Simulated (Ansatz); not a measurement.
Reaction (SMILES): [Cl][Ga] (Cl-Ga) (closed-shell singlet) → Cl atom + Ga atom
B3LYP-D3(BJ)/def2-TZVP geometries, fixed; electronic energies without zero-point terms.

Basis-set convergence of the atomisation energy at MP2 with Ansatz (a quantum-chemistry and plane-wave program). Cartesian d functions, on some or all atoms, in 3-21G, 6-31G, 6-31G**, 6-311G**; all else is spherical. Cores are frozen (with 3d on Ga to Br). Open shells are unrestricted. No added dispersion term, no relativity. Functions are those of the species that has most. Reference: Hartree-Fock in aug-cc-pV(Q+d)Z plus the correlation part extrapolated as X^-3 from aug-cc-pV(T+d)Z and aug-cc-pV(Q+d)Z, 117.61 kcal/mol, itself unsure by roughly 0.48 kcal/mol (a third of the extrapolation step and of the last Hartree-Fock step). Deviations are taken from unrounded values.

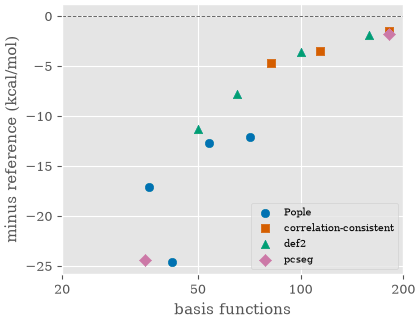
Figure. Deviation from the reference against the number of basis functions, by family of sets.

```json
[
 {"basis": "pcseg-0", "functions": "35", "atomisation energy (kcal/mol)": "93.23", "minus reference (kcal/mol)": "-24.38"},
 {"basis": "3-21G", "functions": "36", "atomisation energy (kcal/mol)": "100.56", "minus reference (kcal/mol)": "-17.05"},
 {"basis": "6-31G", "functions": "42", "atomisation energy (kcal/mol)": "93.01", "minus reference (kcal/mol)": "-24.60"},
 {"basis": "def2-SVP", "functions": "50", "atomisation energy (kcal/mol)": "106.30", "minus reference (kcal/mol)": "-11.32"},
 {"basis": "6-31G**", "functions": "54", "atomisation energy (kcal/mol)": "104.95", "minus reference (kcal/mol)": "-12.67"},
 {"basis": "def2-SVPD", "functions": "65", "atomisation energy (kcal/mol)": "109.86", "minus reference (kcal/mol)": "-7.76"},
 {"basis": "6-311G**", "functions": "71", "atomisation energy (kcal/mol)": "105.48", "minus reference (kcal/mol)": "-12.13"},
 {"basis": "cc-pV(T+d)Z", "functions": "82", "atomisation energy (kcal/mol)": "112.95", "minus reference (kcal/mol)": "-4.66"},
 {"basis": "def2-TZVPD", "functions": "100", "atomisation energy (kcal/mol)": "114.07", "minus reference (kcal/mol)": "-3.54"},
 {"basis": "aug-cc-pV(T+d)Z", "functions": "114", "atomisation energy (kcal/mol)": "114.18", "minus reference (kcal/mol)": "-3.43"},
 {"basis": "def2-QZVPP", "functions": "159", "atomisation energy (kcal/mol)": "115.74", "minus reference (kcal/mol)": "-1.88"},
 {"basis": "aug-cc-pV(Q+d)Z", "functions": "182", "atomisation energy (kcal/mol)": "116.17", "minus reference (kcal/mol)": "-1.45"},
 {"basis": "aug-pcseg-3", "functions": "182", "atomisation energy (kcal/mol)": "115.87", "minus reference (kcal/mol)": "-1.74"}
]
```
